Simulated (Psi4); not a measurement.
# Si2NH6 (SMILES [SiH2]N[SiH3]): UB3LYP/cc-pVDZ

Aim: the vertical ionisation energy of Si2NH6 at UB3LYP/cc-pVDZ, from 2 runs. 

The calculation is run with Psi4 1.11.

2 further runs of the same task are left out: 2 set aside as unsound or not needed. Runs told in other sessions of the task aren't counted.

## 1. Starting point

Si2NH6: 9 atoms, total charge 0, spin state doublet. As SMILES, `[SiH2]N[SiH3]`. Geometry: relaxed at PBE0-D4/def2-TZVP. This is one conformer, not always the lowest.

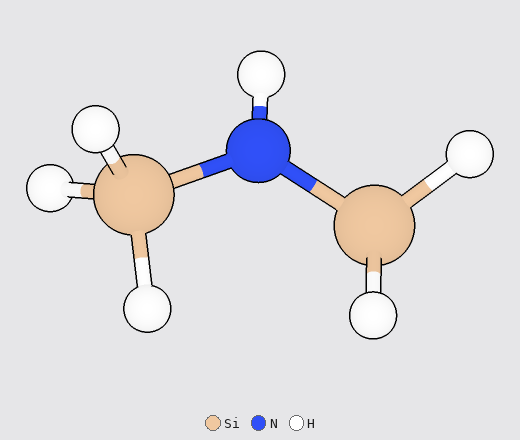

The structure, seen from a chosen angle (silicon light orange, nitrogen blue, hydrogen white).

## 2. Energy and forces at UB3LYP/cc-pVDZ

The input, h6nsi2.xyz:

```xyz
9
H6NSi2
Si    -1.200900     0.925300    -0.948400
N      0.196900     0.625800     0.025200
Si     0.611700    -0.820500     0.880200
H     -1.616500    -0.372000    -1.554500
H     -0.842900     1.913400    -2.010900
H      0.764100     1.439300     0.222200
H      1.982600    -1.276500     0.525400
H     -0.378200    -1.853400     0.488500
H      0.571600    -0.627700     2.355400
```

The input, run.py:

```python
import psi4

psi4.set_memory('2200 MB')
psi4.set_num_threads(1)
psi4.core.set_output_file('run.log', False)

with open('h6nsi2.xyz') as f:
    atoms = ''.join(f.readlines()[2:])
mol = psi4.geometry('0 2\n' + atoms + 'symmetry c1\nno_reorient\nno_com')

options = {'basis': 'cc-pVDZ', 'reference': 'uks', 'puream': True, 'e_convergence': 1e-09, 'd_convergence': 1e-08, 'scf_type': 'pk', 'dft_radial_points': 99, 'dft_spherical_points': 590, 'maxiter': 100}
psi4.set_options(options)

E, wfn = psi4.gradient('b3lyp', return_wfn=True)
psi4.oeprop(wfn, 'DIPOLE', 'MULLIKEN_CHARGES', 'WIBERG_LOWDIN_INDICES')
print('gradient / Eh bohr^-1')
print(E.np.round(6))
print(f'energy = {wfn.energy():.10f} Eh')
```

Launch:

```sh
python run.py
```

run.log, cut to the lines that bear on the results:

```text
[...]
  Running in c1 symmetry.
[...]
  Nuclear repulsion =  147.533691464414431
[...]
  Multiplicity = 2
[...]
  Nalpha       = 21
  Nbeta        = 20
[...]
    Number of basis functions: 80
[...]
   @UKS iter   1:  -637.09261885784224   -2.14906e-01   9.45794e-03 DIIS/ADIIS
[...]
   @UKS iter  12:  -637.35849013213101   -1.71667e-11   9.97794e-09 DIIS
[...]
   @S^2 Observed:                7.519387795E-01
[...]
    Orbital Energies [Eh]
    ---------------------
    Alpha Occupied:
       1A    -66.156233     2A    -66.147575     3A    -14.322106
       4A     -5.301750     5A     -5.293160     6A     -3.661167
       7A     -3.659782     8A     -3.659401     9A     -3.653662
      10A     -3.651377    11A     -3.649977    12A     -0.859758
      13A     -0.557279    14A     -0.536560    15A     -0.446398
      16A     -0.388509    17A     -0.368543    18A     -0.351114
      19A     -0.339579    20A     -0.299859    21A     -0.186406
    Alpha Virtual:
      22A      0.006063    23A      0.051423    24A      0.059389
      25A      0.071401    26A      0.078019    27A      0.091397
[...]
  @UKS Final Energy:  -637.35849013213101
   => Energetics <=
    Nuclear Repulsion Energy =            147.5336914644144315
    One-Electron Energy =               -1173.7094256502591634
    Two-Electron Energy =                 429.9813948648327369
    DFT Exchange-Correlation Energy =     -41.1641508111191001
    Empirical Dispersion Energy =           0.0000000000000000
    VV10 Nonlocal Energy =                  0.0000000000000000
    Total Energy =                       -637.3584901321310099
  UHF NO Occupations:
  HONO-2 :   19  A 1.9998865
  HONO-1 :   20  A 1.9992429
[...]
  -Total Gradient:
     Atom            X                  Y                   Z
    ------   -----------------  -----------------  -----------------
       1        0.015621368818    -0.005514150533     0.005403483769
       2       -0.005130884267    -0.004034501769     0.000988074155
       3       -0.004153829679     0.011248111533    -0.007519750052
       4        0.000872886792     0.003468872133     0.001934606521
       5       -0.001347798626    -0.002623092160     0.003269588852
       6       -0.004379243507    -0.006222392445    -0.001714080666
       7       -0.003671705395     0.001405655362     0.000904823185
       8        0.002048434352     0.002521843106     0.000690702035
       9        0.000140927998    -0.000249249914    -0.003961472724
[...]
 Multipole Moments:
 ------------------------------------------------------------------------------------
     Multipole            Electronic (a.u.)      Nuclear  (a.u.)        Total (a.u.)
 ------------------------------------------------------------------------------------
 L = 1.  Multiply by 2.5417464519 to convert [e a0] to [Debye]
 Dipole X            :         12.3988780          -12.0749720            0.3239060
 Dipole Y            :         -9.3702653            9.5826122            0.2123469
 Dipole Z            :          1.6060197           -1.4216410            0.1843788
 Magnitude           :                                                    0.4289544
[...]
  Mulliken Charges: (a.u.)
   Center  Symbol    Alpha    Beta     Spin     Total
       1    SI     7.27022  6.51083  0.75939  0.21896
       2     N     3.73711  3.59697  0.14014 -0.33408
       3    SI     6.80636  6.81187 -0.00551  0.38176
       4     H     0.55644  0.51168  0.04476 -0.06811
       5     H     0.56435  0.50872  0.05564 -0.07307
       6     H     0.44074  0.44522 -0.00448  0.11404
       7     H     0.54540  0.53715  0.00825 -0.08255
       8     H     0.53584  0.53602 -0.00018 -0.07185
       9     H     0.54354  0.54155  0.00200 -0.08509
   Total alpha = 21.00000, Total beta = 20.00000, Total charge = -0.00000
[...]
```

On the terminal:

```text
gradient / Eh bohr^-1
[[ 0.015621 -0.005514  0.005403]
 [-0.005131 -0.004035  0.000988]
 [-0.004154  0.011248 -0.00752 ]
 [ 0.000873  0.003469  0.001935]
 [-0.001348 -0.002623  0.00327 ]
 [-0.004379 -0.006222 -0.001714]
 [-0.003672  0.001406  0.000905]
 [ 0.002048  0.002522  0.000691]
 [ 0.000141 -0.000249 -0.003961]]
energy = -637.3584901321 Eh
```

Run time: 33 s. Hardware: 1 thread of Intel Xeon 6975P-C (Granite Rapids), shared host; peak memory 1.4 GiB.

## 3. The singlet cation

The input, input.inp:

```
memory 2200 mb

molecule molecule1 {
  1 1
  Si    -1.200900     0.925300    -0.948400
  N      0.196900     0.625800     0.025200
  Si     0.611700    -0.820500     0.880200
  H     -1.616500    -0.372000    -1.554500
  H     -0.842900     1.913400    -2.010900
  H      0.764100     1.439300     0.222200
  H      1.982600    -1.276500     0.525400
  H     -0.378200    -1.853400     0.488500
  H      0.571600    -0.627700     2.355400
  symmetry c1
}

set basis cc-pVDZ
set puream true
set e_convergence 1e-09
set d_convergence 1e-08
set scf_type pk
set dft_radial_points 99
set dft_spherical_points 590

gradient('b3lyp')
```

Launch:

```sh
psi4 input.inp input.out -n 1
```

input.out, cut to the lines that bear on the results:

```text
[...]
  Running in c1 symmetry.
[...]
  Nuclear repulsion =  147.533691464414403
[...]
  Multiplicity = 1
[...]
  Nalpha       = 20
  Nbeta        = 20
[...]
    Number of basis functions: 80
[...]
   @RKS iter   1:  -636.82939992482295    4.83133e-02   8.94783e-03 DIIS/ADIIS
[...]
   @RKS iter  12:  -637.08367708371327   -3.52429e-12   3.98447e-09 DIIS
[...]
  @RKS Final Energy:  -637.08367708371327
   => Energetics <=
    Nuclear Repulsion Energy =            147.5336914644144031
    One-Electron Energy =               -1164.5454782084013914
    Two-Electron Energy =                 420.8368271969447960
    DFT Exchange-Correlation Energy =     -40.9087175366711193
    Empirical Dispersion Energy =           0.0000000000000000
    VV10 Nonlocal Energy =                  0.0000000000000000
    Total Energy =                       -637.0836770837132690
[...]
 Multipole Moments:
 ------------------------------------------------------------------------------------
     Multipole            Electronic (a.u.)      Nuclear  (a.u.)        Total (a.u.)
 ------------------------------------------------------------------------------------
 L = 1.  Multiply by 2.5417464519 to convert [e a0] to [Debye]
 Dipole X            :         -2.2721607            1.4243407           -0.8478200
 Dipole Y            :          2.6642397           -1.5412695            1.1229702
 Dipole Z            :         -0.8166098            0.1368717           -0.6797380
 Magnitude           :                                                    1.5626595
[...]
  -Total Gradient:
     Atom            X                  Y                   Z
    ------   -----------------  -----------------  -----------------
       1       -0.049929389314     0.020876530018     0.021395741022
       2        0.041285502295    -0.033135566312     0.027156716540
       3       -0.012544228691     0.051002870060    -0.033684658746
       4        0.014819801942    -0.000781938494    -0.011317280856
       5        0.011509962336    -0.013003978947    -0.010356225857
       6       -0.008366780054    -0.012179927428    -0.002258793184
       7       -0.001520154038    -0.005360416037     0.005328738577
       8        0.003154800261    -0.001934875042     0.003417193421
       9        0.001591038815    -0.005481934591     0.000314833913
[...]
```

Wall time 25 s (1 thread of Intel Xeon 6975P-C (Granite Rapids), shared host); peak memory 1.5 GiB.

## 4. Results

Level: UB3LYP/cc-pVDZ.

```
                                          quantity          value
                      doublet Si2NH6: total energy  -637.35849 Eh
                     doublet Si2NH6: dipole moment         1.09 D
doublet Si2NH6: HOMO energy (highest over α and β)       -5.07 eV
 doublet Si2NH6: LUMO energy (lowest over α and β)       -2.16 eV
                              doublet Si2NH6: ⟨S²⟩          0.752
          doublet Si2NH6: largest force on an atom     0.896 eV/Å
                      singlet cation: total energy  -637.08368 Eh
                       singlet cation: HOMO energy      -13.40 eV
                       singlet cation: LUMO energy       -9.76 eV
                     singlet cation: HOMO–LUMO gap        3.63 eV
          singlet cation: largest force on an atom     3.209 eV/Å
vertical ionisation energy (to the singlet cation)       7.478 eV
```

**Reading.** The vertical ionisation energy comes to 7.48 eV (722 kJ/mol). The largest force (doublet Si2NH6) is 0.90 eV/Å: the shape isn't a stationary point for this species at this level.
